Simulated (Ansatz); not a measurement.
H4OSi2···H2S

```yaml
atoms:
  - { symbol: Si, position_ang: [-0.3367, 0.9463, 0.3642] }
  - { symbol: S, position_ang: [1.3735, -0.1340, -2.4319] }
  - { symbol: O, position_ang: [-1.2251, 1.3847, -0.8270] }
  - { symbol: H, position_ang: [0.1429, 0.4417, -2.3764] }
  - { symbol: H, position_ang: [0.7563, 1.8322, 0.8990] }
  - { symbol: Si, position_ang: [-0.6187, -1.0771, 1.5314] }
  - { symbol: H, position_ang: [1.9627, 1.0802, -2.5165] }
  - { symbol: H, position_ang: [0.7096, -1.6128, 1.9562] }
  - { symbol: H, position_ang: [-1.3220, -2.0497, 0.6491] }
  - { symbol: H, position_ang: [-1.4425, -0.8115, 2.7519] }
```

Theory: RKS r2SCAN-D4/def2-SVP (Ansatz 0.2.0).

What can the converged electron density and electron localisation function tell about the bonding?

Answer. Si–O (1.55 Å): the density is about 1.4 e/Å³ at the midpoint; the ELF peaks at about 0.85 between the atoms, as expected for a short, strongly polar bond.
Si–Si (2.35 Å): ρ at the midpoint is about 0.63 e/Å³; the ELF peaks at about 1 between the atoms (a shared electron pair).
Si–H (1.51 Å): ρ is about 0.76 e/Å³ halfway; the ELF climbs to about 1 towards the hydrogen, as it does in any bond to H.

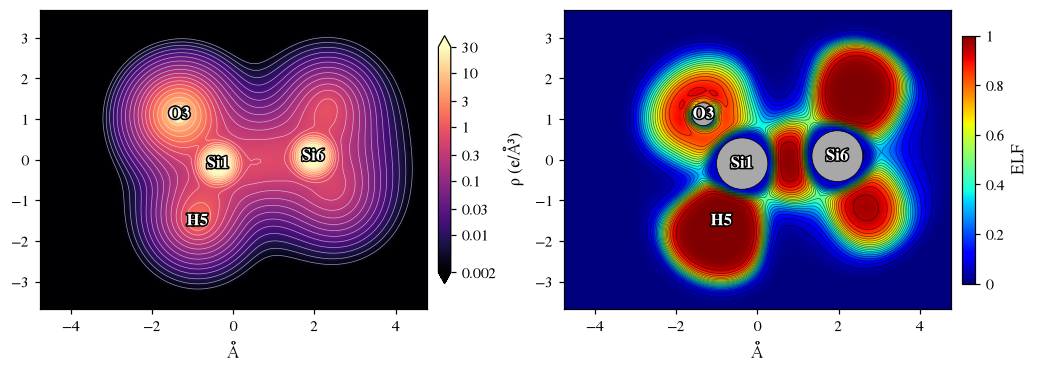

Computed electron density and electron localisation function on the plane of atoms O3, Si1 and H5, in this order. Grey discs cover the atomic cores in the ELF map. 
